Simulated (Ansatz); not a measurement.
```xyz
5

Cd    0.0458    0.0131   -0.1960
O    -1.8300    0.2484   -0.7090
O     1.9613   -0.2111    0.1472
H    -2.4066   -0.3168   -0.1825
H     2.2294    0.2664    0.9403
```

Geometry: PBE0-D4/def2-SVP; core potentials replace the inner electrons of Cd.

The calculation used isolated molecule in a Gaussian basis; Kohn-Sham density functional theory, functional PBE0 in Ansatz.

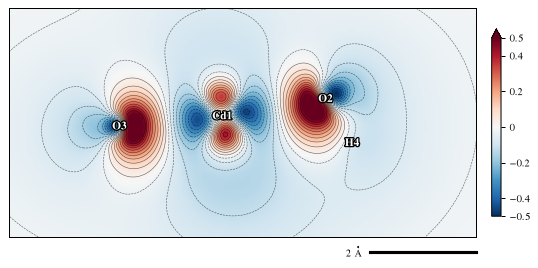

CdH$_{2}$O$_{2}$ (SMILES [OH][Cd][OH]). The LUMO on the plane of atoms Cd1, O2 and H4 (values in Å⁻³ᐟ²; the overall sign is arbitrary).

> Describe this orbital and give its energy.

Its weight (Hirshfeld) is mainly on Cd1 (about 60 %), O2 (about 15 %), O3 (about 15 %), H4 (about 5 %) and H5 (about 5 %). Its energy is −1.57 eV.
